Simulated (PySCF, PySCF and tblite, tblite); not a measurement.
**CF3C(O)NH2 (C₂H₂F₃NO): conformers and averaged spectra**

Which conformers does CF3C(O)NH2 (C₂H₂F₃NO) (`NC(=O)C(F)(F)F`) populate, and what do their averaged NMR parameters look like?

Programs: PySCF 2.14.0 with density-fitted response routines of our own, and tblite 0.8.0. All values are computed, except where a source is named. Atoms count from 0 throughout.

## 1. The starting structure

9 atoms, charge 0, multiplicity 1; geometry from: MMFF94s geometry.

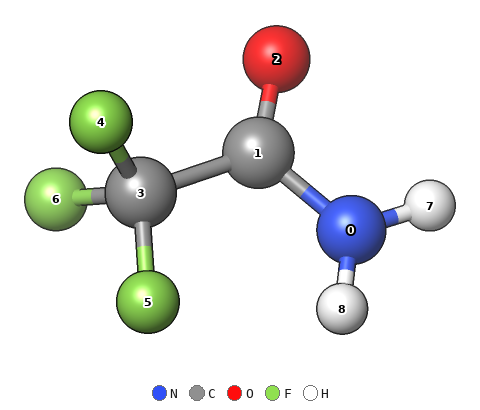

The starting geometry (nitrogen blue, carbon grey, oxygen red, fluorine green, hydrogen white), atoms numbered.

## 2. GFN2-xTB relaxation, conformer 1

Job settings and geometry (Å):

```
{"job": {"xc": "GFN2-xTB", "basis": "xTB", "kind": "relax"}, "charge": 0, "multiplicity": 1}
N      1.371100    -0.346100     0.095600
C      0.332500     0.517300    -0.254800
O      0.622300     1.600200    -0.741200
C     -1.099200     0.021200     0.028100
F     -1.773300     0.816500     0.909800
F     -1.104300    -1.234500     0.592300
F     -1.852400    -0.071200    -1.095700
H      2.320700    -0.041500    -0.070800
H      1.196200    -1.255700     0.511500
```

Run with:

```
OMP_NUM_THREADS=1 python ens_run.py task.json out
```

One launch serves the whole session.

Standard output:

```text
step      E/eV     max force
  0    -720.49095    2.975
  1    -720.62620    1.484
  2    -720.64823    1.184
  3    -720.66463    0.431
  4    -720.67347    0.283
  5    -720.68285    0.246
  6    -720.68703    0.233
  7    -720.69056    0.146
  8    -720.69201    0.142
  9    -720.69271    0.082
 10    -720.69321    0.062
 11    -720.69376    0.079
 12    -720.69421    0.087
 13    -720.69449    0.052
 14    -720.69464    0.049
 15    -720.69475    0.043
 16    -720.69484    0.039
 17    -720.69484    0.039
 18    -720.69489    0.037
 19    -720.69497    0.043
 20    -720.69500    0.030
 21    -720.69505    0.040
 22    -720.69510    0.028
 23    -720.69513    0.017
 24    -720.69515    0.016
 25    -720.69516    0.013
 26    -720.69517    0.011
 27    -720.69518    0.009
 28    -720.69519    0.007
 29    -720.69519    0.009
 30    -720.69519    0.007
 31    -720.69519    0.005
 32    -720.69520    0.004
```

Run time: 0.14 s. Hardware: 1 thread of Arm Neoverse V1, shared host.

Relaxing gained 0.204 eV and moved the atoms by 0.05 Å on average (rms).

## 3. DFT optimisation, start 1: PBE0-D3(BJ)/def2-SVP

Job settings and geometry (Å):

```
{"job": {"kind": "geom", "xc": "PBE0", "basis": "def2-SVP", "d3": "d3bj", "grid": 1, "maxiter": 40}, "charge": 0, "multiplicity": 1}
N      1.330843    -0.338838     0.096774
C      0.372064     0.528921    -0.254007
O      0.444089     1.352891    -1.123668
C     -0.929758     0.389181     0.598650
F     -1.202852     1.517803     1.255409
F     -0.836992    -0.586093     1.524561
F     -1.981721     0.093886    -0.166590
H      2.291025    -0.074777    -0.059058
H      1.132426    -1.236550     0.505668
```

Standard output:

```text
step      E/eV     max force
  0    -13770.24827   0.9871
  1    -13770.40120   1.2508
  2    -13770.42970   2.0736
  3    -13770.45494   1.5315
  4    -13770.47744   0.8970
  5    -13770.48518   0.8924
  6    -13770.49007   0.8721
  7    -13770.49287   0.8972
  8    -13770.49977   0.2281
  9    -13770.50117   0.1199
 10    -13770.50133   0.0592
 11    -13770.50154   0.0354
 12    -13770.50153   0.0481
 13    -13770.50150   0.0304
 14    -13770.50146   0.0163
```

Wall time 57 s (1 thread of Arm Neoverse V1, shared host); peak memory 0.42 GiB.

The energy fell by 0.253 eV, and the atoms moved 0.20 Å (root mean square).

## 4. Shieldings, conformer 1: wB97X-D/pcSseg-2

Job settings and geometry (Å):

```
{"job": {"xc": "wB97X-D", "basis": "pcSseg-2", "kind": "nmr", "pop": true}, "charge": 0, "multiplicity": 1}
N      1.350492    -0.308496     0.136798
C      0.364535     0.536323    -0.223982
O      0.428603     1.388716    -1.073582
C     -0.944428     0.361039     0.576129
F     -1.171596     1.441287     1.311260
F     -0.893033    -0.696686     1.403634
F     -1.965570     0.186605    -0.247922
H      2.236521    -0.244674    -0.347419
H      1.213601    -1.017690     0.842823
```

Standard output:

```text
coarse grid: 8824 points
cycle   1  E = -506.6939109514  dE =  1.505e+00  |g| = 1.325e+00  |ddm| = 2.119e+00
cycle   2  E = -506.3327659841  dE =  3.611e-01  |g| = 2.026e+00  |ddm| = 1.585e+00
cycle   3  E = -507.0021868513  dE = -6.694e-01  |g| = 2.055e-01  |ddm| = 1.037e+00
cycle   4  E = -507.0081103602  dE = -5.924e-03  |g| = 9.737e-02  |ddm| = 1.269e-01
cycle   5  E = -507.0096432914  dE = -1.533e-03  |g| = 1.147e-02  |ddm| = 5.081e-02
cycle   6  E = -507.0096757274  dE = -3.244e-05  |g| = 4.288e-03  |ddm| = 1.096e-02
cycle   7  E = -507.0096810503  dE = -5.323e-06  |g| = 1.197e-03  |ddm| = 5.014e-03
final grid: 90176 points
cycle   8  E = -507.0066965376  dE = -2.033e-04  |g| = 1.236e-02  |ddm| = 4.401e-02
cycle   9  E = -507.0066971332  dE = -5.956e-07  |g| = 1.269e-02  |ddm| = 9.661e-03
cycle  10  E = -507.0067188990  dE = -2.177e-05  |g| = 1.157e-03  |ddm| = 4.612e-03
cycle  11  E = -507.0067190831  dE = -1.841e-07  |g| = 7.928e-04  |ddm| = 8.515e-04
cycle  12  E = -507.0067191871  dE = -1.039e-07  |g| = 1.882e-04  |ddm| = 5.712e-04
cycle  13  E = -507.0067191950  dE = -7.962e-09  |g| = 4.944e-05  |ddm| = 1.378e-04
cycle  14  E = -507.0067191960  dE = -9.277e-10  |g| = 2.107e-05  |ddm| = 8.831e-05
converged SCF energy = -507.0067191960

GIAO shielding tensors (ppm)
atom      isotropic    diamagn.    paramagn.     s11        s22        s33       span
  0 N      152.964     319.373    -166.409     52.451    176.443    229.999    177.547
  1 C       15.955     251.565    -235.610    -86.187     49.077     84.975    171.162
  2 O      -74.762     393.795    -468.557   -346.954   -227.030    349.697    696.650
  3 C       58.935     240.794    -181.859     43.310     58.920     74.576     31.266
  4 F      262.470     465.751    -203.281    186.681    257.338    343.392    156.710
  5 F      271.185     470.753    -199.568    191.039    266.188    356.327    165.288
  6 F      265.405     467.336    -201.932    190.833    262.298    343.083    152.249
  7 H       26.498      30.029      -3.531     22.618     22.686     34.190     11.573
  8 H       25.416      31.471      -6.055     19.964     26.599     29.684      9.721
```

Run time: 42 s. Hardware: 1 thread of Arm Neoverse V1, shared host; peak memory 1.1 GiB.

Key values: HOMO -10.34 eV, LUMO 1.37 eV; dipole 4.02 D.

## 5. Single-point energy, conformer 1: PBE0/def2-TZVP

Changed since step 4:

```diff
@@ -1,2 +1,2 @@
-{"job": {"xc": "wB97X-D", "basis": "pcSseg-2", "kind": "nmr", "pop": true}, "charge": 0, "multiplicity": 1}
+{"job": {"xc": "PBE0", "basis": "def2-TZVP", "kind": "sp"}, "charge": 0, "multiplicity": 1}
 N      1.350492    -0.308496     0.136798
```

Standard output:

```text
coarse grid: 8824 points
cycle   1  E = -506.3916453594  dE =  1.402e+00  |g| = 1.205e+00  |ddm| = 2.530e+00
cycle   2  E = -505.5449477874  dE =  8.467e-01  |g| = 2.472e+00  |ddm| = 2.191e+00
cycle   3  E = -506.6250942785  dE = -1.080e+00  |g| = 3.502e-01  |ddm| = 1.732e+00
cycle   4  E = -506.6442586822  dE = -1.916e-02  |g| = 1.366e-01  |ddm| = 2.616e-01
cycle   5  E = -506.6473584226  dE = -3.100e-03  |g| = 2.283e-02  |ddm| = 9.294e-02
cycle   6  E = -506.6474618453  dE = -1.034e-04  |g| = 7.894e-03  |ddm| = 2.006e-02
cycle   7  E = -506.6474740278  dE = -1.218e-05  |g| = 2.040e-03  |ddm| = 5.105e-03
cycle   8  E = -506.6474747259  dE = -6.981e-07  |g| = 5.883e-04  |ddm| = 1.830e-03
final grid: 90176 points
cycle   9  E = -506.6517754065  dE = -6.492e-05  |g| = 1.073e-02  |ddm| = 4.051e-02
cycle  10  E = -506.6517100337  dE =  6.537e-05  |g| = 2.160e-02  |ddm| = 1.667e-02
cycle  11  E = -506.6517956454  dE = -8.561e-05  |g| = 1.532e-03  |ddm| = 1.249e-02
cycle  12  E = -506.6517960449  dE = -3.996e-07  |g| = 3.884e-04  |ddm| = 1.242e-03
cycle  13  E = -506.6517960667  dE = -2.175e-08  |g| = 1.108e-04  |ddm| = 2.168e-04
cycle  14  E = -506.6517960685  dE = -1.817e-09  |g| = 2.307e-05  |ddm| = 7.910e-05
cycle  15  E = -506.6517960686  dE = -8.447e-11  |g| = 1.027e-05  |ddm| = 1.821e-05
converged SCF energy = -506.6517960686
```

It took 10 s on 1 thread of Arm Neoverse V1, shared host; peak memory 0.88 GiB.

Key values: HOMO -8.33 eV, LUMO -0.43 eV; dipole 3.98 D.

## 6. Couplings, conformer 1: B3LYP/pcJ-1

Changed since step 5:

```diff
@@ -1,2 +1,2 @@
-{"job": {"xc": "PBE0", "basis": "def2-TZVP", "kind": "sp"}, "charge": 0, "multiplicity": 1}
+{"job": {"xc": "B3LYP", "basis": "pcJ-1", "kind": "j"}, "charge": 0, "multiplicity": 1}
 N      1.350492    -0.308496     0.136798
```

Standard output:

```text
coarse grid: 8824 points
cycle   1  E = -506.6025436649  dE =  1.353e+00  |g| = 1.264e+00  |ddm| = 2.652e+00
cycle   2  E = -505.5316244429  dE =  1.071e+00  |g| = 2.728e+00  |ddm| = 2.666e+00
cycle   3  E = -506.8483934670  dE = -1.317e+00  |g| = 4.064e-01  |ddm| = 2.159e+00
cycle   4  E = -506.8732982488  dE = -2.490e-02  |g| = 1.744e-01  |ddm| = 3.451e-01
cycle   5  E = -506.8783307004  dE = -5.032e-03  |g| = 2.903e-02  |ddm| = 1.124e-01
cycle   6  E = -506.8784905559  dE = -1.599e-04  |g| = 1.015e-02  |ddm| = 2.361e-02
cycle   7  E = -506.8785105999  dE = -2.004e-05  |g| = 2.737e-03  |ddm| = 6.351e-03
cycle   8  E = -506.8785118371  dE = -1.237e-06  |g| = 6.809e-04  |ddm| = 2.047e-03
final grid: 90176 points
cycle   9  E = -506.9465188895  dE = -1.831e-04  |g| = 8.358e-03  |ddm| = 1.385e-02
cycle  10  E = -506.9464890654  dE =  2.982e-05  |g| = 1.521e-02  |ddm| = 1.235e-02
cycle  11  E = -506.9465286395  dE = -3.957e-05  |g| = 2.476e-03  |ddm| = 9.738e-03
cycle  12  E = -506.9465296405  dE = -1.001e-06  |g| = 6.866e-04  |ddm| = 2.058e-03
cycle  13  E = -506.9465297073  dE = -6.678e-08  |g| = 9.997e-05  |ddm| = 3.499e-04
cycle  14  E = -506.9465297092  dE = -1.902e-09  |g| = 2.104e-05  |ddm| = 7.391e-05
cycle  15  E = -506.9465297093  dE = -7.833e-11  |g| = 7.419e-06  |ddm| = 1.717e-05
converged SCF energy = -506.9465297093

Indirect spin-spin couplings (Hz)
  i      j    bonds     total        FC       PSO       DSO        SD
  0 N    1 C    1    -20.877   -24.362     3.597    -0.133     0.021
  0 N    2 O    2      0.024     1.739    -2.974    -0.021     1.280
  0 N    3 C    2    -13.496   -13.380    -0.083    -0.037     0.004
  0 N    4 F    3     -1.374    -1.365    -0.590     0.089     0.493
  0 N    5 F    3      4.818     4.407     0.495    -0.069    -0.015
  0 N    6 F    3     -2.043    -1.692    -0.739     0.112     0.277
  0 N    7 H    1    -98.001   -95.239    -2.125    -0.339    -0.297
  0 N    8 H    1    -98.844   -96.139    -2.012    -0.375    -0.318
  1 C    2 O    1     27.374    16.274    13.448    -0.124    -2.223
  1 C    3 C    1     93.678    92.853    -0.804     0.510     1.119
  1 C    4 F    2     40.624    40.682    -1.240     0.257     0.925
  1 C    5 F    2     38.968    37.049    -0.001     0.211     1.709
  1 C    6 F    2     41.260    40.582    -0.840     0.243     1.275
  1 C    7 H    2      0.367     1.731    -0.818    -0.380    -0.166
  1 C    8 H    2      4.874     6.113    -0.787    -0.359    -0.093
  2 O    3 C    2     -6.030    -4.466    -0.700    -0.026    -0.839
  2 O    4 F    3      4.268    -0.252     2.693     0.038     1.789
  2 O    5 F    3     -9.166     0.572    -6.595     0.255    -3.398
  2 O    6 F    3      3.276    -0.149     2.501     0.015     0.909
  2 O    7 H    3      1.954    -0.167     1.629     0.088     0.403
  2 O    8 H    3     -0.188    -1.943     1.084     0.439     0.233
  3 C    4 F    1   -360.639  -331.949   -38.345     1.464     8.191
  3 C    5 F    1   -359.482  -338.162   -32.498     1.478     9.700
  3 C    6 F    1   -359.551  -329.033   -39.780     1.465     7.798
  3 C    7 H    3     10.594    10.500     0.448    -0.411     0.057
  3 C    8 H    3     -0.284    -0.260    -0.297     0.328    -0.055
  4 F    5 F    2     61.166    33.063   -22.048    -0.342    50.494
  4 F    6 F    2     82.371    47.395   -18.906    -0.425    54.306
  4 F    7 H    4      3.015     2.815     1.853    -1.664     0.011
  5 F    6 F    2     53.144    32.139   -27.195    -0.351    48.550
  5 F    7 H    4      1.882     1.197     2.338    -1.784     0.131
  5 F    8 H    4     -1.355    -0.839    -2.863     2.384    -0.038
  6 F    7 H    4      3.823     3.638     1.867    -1.714     0.032
  6 F    8 H    4      0.177     0.150     1.411    -1.128    -0.256
  7 H    8 H    2      6.282     5.729     6.215    -5.594    -0.067
```

Wall time 44 s (1 thread of Arm Neoverse V1, shared host); peak memory 0.88 GiB.

Key values: HOMO -8.05 eV, LUMO -0.59 eV; dipole 4.01 D.

## 7. The ensemble: properties at wB97X-D/pcSseg-2

Job settings and geometry (Å):

```
{"job": {"study": "conf", "smiles": "NC(=O)C(F)(F)F", "search": {"seed": 6260, "n_embed": 90, "ff_keep": 14, "window": 3.0, "nmax": 8, "temps": [150, 200, 250, 298.15, 400], "t_ref": 298.15, "order": 0.002, "geom": true}, "level": {"nmr": {"xc": "wB97X-D", "basis": "pcSseg-2"}, "sp": {"xc": "PBE0", "basis": "def2-TZVP"}, "j": {"xc": "B3LYP", "basis": "pcJ-1", "top": 4}}, "kind": "conf"}, "charge": 0, "multiplicity": 1}
N      1.350492    -0.308496     0.136798
C      0.364535     0.536323    -0.223982
O      0.428603     1.388716    -1.073582
C     -0.944428     0.361039     0.576129
F     -1.171596     1.441287     1.311260
F     -0.893033    -0.696686     1.403634
F     -1.965570     0.186605    -0.247922
H      2.236521    -0.244674    -0.347419
H      1.213601    -1.017690     0.842823
```

Standard output:

```text
conformer  sym    E(xTB)   E(DFT)   G(298.15 K)  weight  dipole/D
    1     Cs      0.000    0.000    0.000   1.0000    3.982

mean shielding (ppm) by class
class atoms           150 K      200 K      250 K   298.15 K      400 K
  0 N  0            152.964    152.964    152.964    152.964    152.964
  1 C  1             15.955     15.955     15.955     15.955     15.955
  2 O  2            -74.762    -74.762    -74.762    -74.762    -74.762
  3 C  3             58.935     58.935     58.935     58.935     58.935
  4 F  4,5,6        266.353    266.353    266.353    266.353    266.353
  5 H  7,8           25.957     25.957     25.957     25.957     25.957
```

Run time: 97 s. Hardware: 1 thread of Arm Neoverse V1, shared host. This counts the runs that the step sums up.

The search (ETKDG and KDG, MMFF94s, GFN2-xTB) embedded 90 structures, kept 1 distinct ones after the force field and 1 after xTB; 1 was carried on (window 3.0 kcal/mol at the search's own energies). Energies: PBE0/def2-TZVP with D3(BJ).

The conformers at 298 K:

| no. | group | mirror pair | ΔE xTB | ΔE DFT | ΔG | weight (%) | μ (D) | H7–N0–C1–O2 (°) | A, B, C (GHz) |
| --- | --- | --- | --- | --- | --- | --- | --- | --- | --- |
| 1 | Cs | no | 0.00 | 0.00 | 0.00 | 100.0 | 3.98 | -1 | 3.81, 2.52, 2.06 |

Energies in kcal/mol. ΔG holds xTB vibrations and rotation, symmetry numbers and mirror pairs.

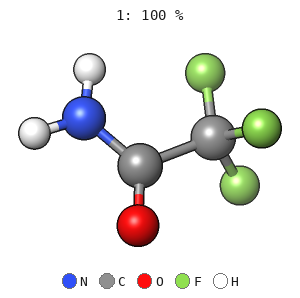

The one conformer.

Shifts against references run at the same level (¹⁷O H2O 326.8, ¹³C TMS 184.4, ¹⁹F CFCl3 186.4, ¹⁵N NH3 260.1, ¹H TMS 31.36 ppm of shielding), by class of atoms, at 298 K:

| atoms | environment | average | measured |
| --- | --- | --- | --- |
| C1 | amide carbonyl carbon | 168.5 | – |
| C3 | CF3 carbon | 125.5 | – |
| H7, H8 | hydrogen on an amide-type nitrogen | 5.40 | – |
| N0 | amide-type nitrogen | 107.1 | – |
| O2 | amide-type carbonyl oxygen | 401.6 | – |
| F4, F5, F6 | fluorine of a CF3 group | -79.9 | -76.8 |

Measured: G. Saielli, R. Bini, A. Bagno, Computational 19F NMR. 2. Organic compounds, RSC Adv. 2014, ESI (exp. from Berger-Braun-Kalinowski 1994 and Everett 1995).

Couplings (Hz, B3LYP/pcJ-1; one pair named for each class, the eight largest averages at most for each number of bonds), from conformers that hold 100 % of the weight:

| pair | bonds | average |
| --- | --- | --- |
| C3–F4 | 1 | -359.9 |
| N0–H7 | 1 | -98.4 |
| C1–C3 | 1 | 93.7 |
| C1–O2 | 1 | 27.4 |
| N0–C1 | 1 | -20.9 |
| F4–F5 | 2 | 65.6 |
| C1–F4 | 2 | 40.3 |
| N0–C3 | 2 | -13.5 |
| H7–H8 | 2 | 6.3 |
| O2–C3 | 2 | -6.0 |
| C1–H7 | 2 | 2.6 |
| C3–H7 | 3 | 5.2 |
| O2–H7 | 3 | 0.9 |
| O2–F4 | 3 | -0.5 |
| F4–H7 | 4 | 1.3 |

## 8. Outcome

| quantity | value |
| --- | --- |
| conformers | 1; the first in weight is no. 1 (Cs), 100 % at 298 K |
| root-mean-square dipole | 3.98 D |
| averaged ¹³C shifts (wB97X-D/pcSseg-2) | 168.5, 125.5 ppm |
| averaged ¹H shifts (wB97X-D/pcSseg-2) | 5.40 ppm |
| averaged ¹⁹F shifts (wB97X-D/pcSseg-2) | -79.9 ppm |

**Reading.** The search found one conformer in the window, so the averages are its own values. Against 1 measured ¹⁹F shift the average misses by 3.1 ppm. Vibration and solvent are missing from the shifts, so part of that gap is not the functional's. Where an open-chain amide-type bond turns slowly on the NMR time scale, such averages don't hold. Protons on O, N, S or Se exchange and bind to solvent, so their values hold for the lone molecule only.
